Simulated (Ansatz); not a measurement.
# AlNH3 (SMILES [NH2][AlH]) at 6 levels

Aim: a comparison of 6 runs (UHF/STO-3G, UHF/3-21G, UBHLYP/cc-pVTZ, UPBE0/cc-pVTZ, RPA@PBE/cc-pVTZ, RPA@PBE0/cc-pVTZ) of AlNH3. 

The results are computed with Ansatz 0.2.0.

41 further runs of the same task are left out: 41 set aside as unsound or not needed.

## 1. The system as given

The species is AlNH3 (5 atoms), meant as a doublet with charge 0. SMILES: `[NH2][AlH]`. The Al2–H5 distance was set to 2.887 Å, away from the relaxed value. At this shape a bond of the SMILES string is far longer than usual.

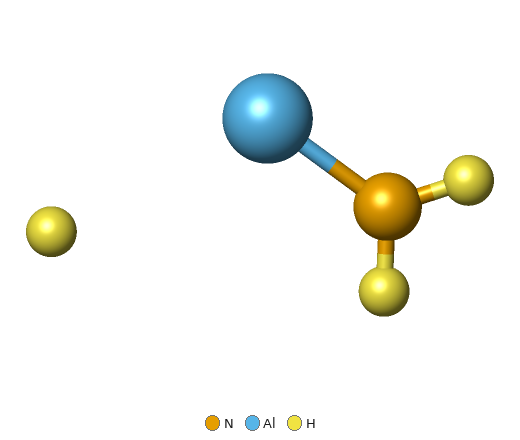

Viewed from a chosen angle; nitrogen amber, aluminium blue, hydrogen yellow.

## 2. A single-point energy at UHF/STO-3G (run 1)

input.yaml

```yaml
crystal:
  periodic: [false, false, false]
  atoms:
    - {symbol: "N", position_ang: [0.399227, -1.626775, 0.844043]}
    - {symbol: Al, position_ang: [1.352427, -0.132075, 0.789743]}
    - {symbol: H, position_ang: [0.664327, -2.471275, 1.324443]}
    - {symbol: H, position_ang: [-0.494473, -1.748775, 0.391543]}
    - {symbol: H, position_ang: [0.191800, 2.041400, -0.715400]}
basis:
  gaussian: {orbitals: STO-3G}
accuracy: high
hamiltonian: {xc: hf}
magnetization: {spin_polarized: true, initial_magnetization: 1}
output: {orbitals: {seedname: orbitals}}
```

The run is started by

```bash
ansatz run input.yaml --threads 1 --pin off --max-ram 3480MiB --events-out events.jsonl --progress --plain --runs-dir runs
```

What it wrote:

```text
Warning: RAYON_NUM_THREADS=1 ignored (pool sized by the plan → 1); use --threads N
Functional definition: HF
  name "HF"
  exchange = exact_x
  correlation = 0
286 factors; integrals over basis functions are off by at most 1.1e-8 eV
mean field evaluation 1: about -8004.2492 eV, gradient 1.5e1 eV
mean field evaluation 2: about -8004.2879 eV, gradient 1.5e1 eV
mean field evaluation 4: about -8009.3203 eV, gradient 3.5e0 eV
mean field evaluation 8: about -8009.6772 eV, gradient 3.6e-3 eV
mean field evaluation 16: about -8008.3701 eV, gradient 4.6e0 eV
mean field evaluation 32: about -8002.5807 eV, gradient 6.4e0 eV
mean field -8009.67386270 eV, -294.3500853023 hartree, gradient 2.3e-8 eV, S^2 0.765030; 0 other end points of the search recorded, 0 dependent functions left out
reference -8009.67386270 eV, -294.3500853023 hartree; 12, 11 occupied and 5, 6 virtual orbitals, 286 factors
Total energy: -8009.67386270 eV, -294.3500853023 hartree
```

It took 0.1 s on 1 thread of Intel Xeon 6975P-C (Granite Rapids), shared host.

## 3. A single-point energy at UHF/3-21G (run 2)

in.yaml

```yaml
crystal:
  periodic: [false, false, false]
  atoms:
    - {symbol: "N", position_ang: [0.399227, -1.626775, 0.844043]}
    - {symbol: Al, position_ang: [1.352427, -0.132075, 0.789743]}
    - {symbol: H, position_ang: [0.664327, -2.471275, 1.324443]}
    - {symbol: H, position_ang: [-0.494473, -1.748775, 0.391543]}
    - {symbol: H, position_ang: [0.191800, 2.041400, -0.715400]}
basis:
  gaussian:
    orbitals: 3-21G.json
magnetization:
  spin_polarized: true
  initial_magnetization: 1
hamiltonian:
  xc: hf
accuracy: high
output: {orbitals: {seedname: orbitals}}
```

The basis set 3-21G is read from a file made from the Basis Set Exchange's data (not shown).

The run is started by

```bash
ansatz run in.yaml --threads 1 --pin off --max-ram 3480MiB --events-out events.jsonl --progress --plain --runs-dir runs
```

What it wrote:

```text
Warning: RAYON_NUM_THREADS=1 ignored (pool sized by the plan → 1); use --threads N
Functional definition: HF
  name "HF"
  exchange = exact_x
  correlation = 0
608 factors; integrals over basis functions are off by at most 3.6e-9 eV
mean field evaluation 1: about -8063.0119 eV, gradient 2.2e1 eV
mean field evaluation 2: about -8063.1006 eV, gradient 2.2e1 eV
mean field evaluation 4: about -8065.6882 eV, gradient 2.5e0 eV
mean field evaluation 8: about -8065.9016 eV, gradient 1.4e-1 eV
mean field evaluation 16: about -8065.9036 eV, gradient 1.3e-6 eV
mean field evaluation 32: about -8065.6831 eV, gradient 8.0e-1 eV
mean field evaluation 64: about -8045.1532 eV, gradient 2.0e1 eV
mean field -8065.90358511 eV, -296.4164894871 hartree, gradient 4.6e-8 eV, S^2 0.887715; 1 other end points of the search recorded, 0 dependent functions left out
reference -8065.90358511 eV, -296.4164894871 hartree; 12, 11 occupied and 16, 17 virtual orbitals, 608 factors
Total energy: -8065.90358511 eV, -296.4164894871 hartree
```

Wall time 0.3 s (1 thread of Intel Xeon 6975P-C (Granite Rapids), shared host).

## 4. The energy at UBHLYP/cc-pVTZ (run 3)

job.yaml

```yaml
basis:
  gaussian: {orbitals: cc-pVTZ}
crystal:
  periodic: [false, false, false]
  atoms:
    - {symbol: "N", position_ang: [0.399227, -1.626775, 0.844043]}
    - {symbol: Al, position_ang: [1.352427, -0.132075, 0.789743]}
    - {symbol: H, position_ang: [0.664327, -2.471275, 1.324443]}
    - {symbol: H, position_ang: [-0.494473, -1.748775, 0.391543]}
    - {symbol: H, position_ang: [0.191800, 2.041400, -0.715400]}
total_charge: 0
magnetization: {spin_polarized: true, initial_magnetization: 1}
hamiltonian: {xc: {name: BHLYP}}
accuracy: high
output: {orbitals: {seedname: orbitals}}
```

The run is started by

```bash
ansatz run job.yaml --threads 1 --pin off --max-ram 3480MiB --events-out events.jsonl --progress --plain --runs-dir runs
```

What it wrote:

```text
Warning: RAYON_NUM_THREADS=1 ignored (pool sized by the plan → 1); use --threads N
Functional definition: BHLYP
  name "BHLYP"
  parameter a = 0.5
  exchange = (1 - a)*b88_x + a*exact_x
  correlation = lyp_c
1750 factors; integrals over basis functions are off by at most 3.0e-9 eV
mean field evaluation 1: about -8127.1953 eV, gradient 3.9e1 eV
mean field evaluation 2: about -8121.2300 eV, gradient 5.1e1 eV
mean field evaluation 4: about -8133.4321 eV, gradient 7.5e-1 eV
mean field evaluation 8: about -8133.4763 eV, gradient 1.3e-1 eV
mean field evaluation 16: about -8133.4770 eV, gradient 1.0e-3 eV
mean field evaluation 32: about -8133.4770 eV, gradient 3.7e-8 eV
mean field -8133.47700575 eV, -298.8997668927 hartree, gradient 1.1e-8 eV, S^2 0.806256; 0 other end points of the search recorded, 0 dependent functions left out
reference -8133.47703070 eV, -298.8997678096 hartree; 12, 11 occupied and 94, 95 virtual orbitals, 1750 factors
Total energy: -8133.47703070 eV, -298.8997678096 hartree
```

Wall time 6.3 s (1 thread of Intel Xeon 6975P-C (Granite Rapids), shared host); peak memory 0.34 GiB.

Runs 4 to 5 aren't shown in full; the table further down has their settings and results.

## 5. A single-point energy at RPA@PBE0/cc-pVTZ (run 6)

run.yaml

```yaml
crystal:
  periodic: [false, false, false]
  atoms:
    - {symbol: "N", position_ang: [0.399227, -1.626775, 0.844043]}
    - {symbol: Al, position_ang: [1.352427, -0.132075, 0.789743]}
    - {symbol: H, position_ang: [0.664327, -2.471275, 1.324443]}
    - {symbol: H, position_ang: [-0.494473, -1.748775, 0.391543]}
    - {symbol: H, position_ang: [0.191800, 2.041400, -0.715400]}
basis:
  gaussian: {orbitals: cc-pVTZ}
magnetization: {spin_polarized: true, initial_magnetization: 1}
hamiltonian: {xc: {name: PBE0}}
correlation: {method: rpa, frozen_orbitals: {Al: 5, H: 0, "N": 1}}
accuracy: high
```

The run is started by

```bash
ansatz run run.yaml --threads 1 --pin off --max-ram 3480MiB --events-out events.jsonl --progress --plain --runs-dir runs
```

What it wrote:

```text
Warning: RAYON_NUM_THREADS=1 ignored (pool sized by the plan → 1); use --threads N
Functional definition: PBE0
  name "PBE0"
  parameter a = 0.25
  parameter kappa = 0.804
  parameter beta = 0.06672455060314922
  exchange = (1 - a)*pbe_x(kappa = kappa, mu = beta*pi^2/3) + a*exact_x
  correlation = pbe_c(beta = beta)
1750 factors; integrals over basis functions are off by at most 3.0e-9 eV
mean field evaluation 1: about -8121.3793 eV, gradient 4.4e1 eV
mean field evaluation 2: about -8121.3925 eV, gradient 4.4e1 eV
mean field evaluation 4: about -8127.8216 eV, gradient 1.4e1 eV
mean field evaluation 8: about -8129.3892 eV, gradient 4.6e-1 eV
mean field evaluation 16: about -8129.3992 eV, gradient 1.9e-3 eV
mean field evaluation 32: about -8129.3992 eV, gradient 5.9e-8 eV
mean field -8129.39918587 eV, -298.7499097761 hartree, gradient 5.9e-8 eV, S^2 0.808616; 0 other end points of the search recorded, 0 dependent functions left out
6 core orbitals not correlated: weight in the atoms' cores, before any rotation towards them, 1.000 or more for the frozen orbitals, at most 0.000 for the correlated occupied ones
reference -8110.78805905 eV, -298.0659634803 hartree; 6, 5 occupied and 94, 95 virtual orbitals, 1750 factors
Total energy: -8122.87704881 eV, -298.5102256598 hartree
```

It took 8.4 s on 1 thread of Intel Xeon 6975P-C (Granite Rapids), shared host; peak memory 0.44 GiB.

## 6. Overview of the runs

```csv
run,level,frozen core orbitals,energy (Eh),HOMO energy (eV),LUMO energy (eV),⟨S²⟩,wall time
1,UHF/STO-3G,–,-294.350085,-4.28,7.77,0.765,0.1 s
2,UHF/3-21G,–,-296.416489,-8.03,1.08,0.888,0.3 s
3,UBHLYP/cc-pVTZ,–,-298.899768,-7.02,-2.01,0.806,6.3 s
4,UPBE0/cc-pVTZ,–,-298.749910,-6.19,-2.56,0.809,5.4 s
5,RPA@PBE/cc-pVTZ,6,-298.548045,–,–,0.788,6.3 s
6,RPA@PBE0/cc-pVTZ,6,-298.510226,–,–,0.809,8.4 s
```

## 7. Summary of results

| quantity | value |
| --- | --- |
| run 6: total energy | -298.51023 Eh |
| run 6: RPA correlation energy (valence) | -444.3 mEh |
| run 6: ⟨S²⟩ of the reference determinant | 0.809 |

In words: Totals of different functionals can't be ranked against each other. In run 1 the basis is minimal, so the values are rough. Spin contamination of the reference: run 2 ⟨S²⟩ = 0.89. All runs together took 27 s, the longest 8.4 s.
